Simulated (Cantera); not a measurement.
A closed system holds: 1 mol Si3N4, a varied amount of F2, held at 1248.15 K and 0.430 bar.

Cantera equilibrium calculation (NASA polynomials, part measured and part estimated; ideal gas, pure solids and liquids). Candidate condensed phases: Si, Si3N4; 16 gas species. The tables' values for SiF3 are old estimates; treat these amounts as uncertain. The numbers say what is thermodynamically allowed, not how fast it happens.

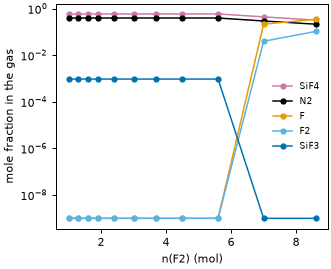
*Equilibrium gas composition (values under 1e-9 drawn at 1e-9)*

Problem. Read off the mole fractions at 2.4 mol F2.

Solution. SiF4 about 0.60, N2 about 0.40, SiF3 about 0.00095.
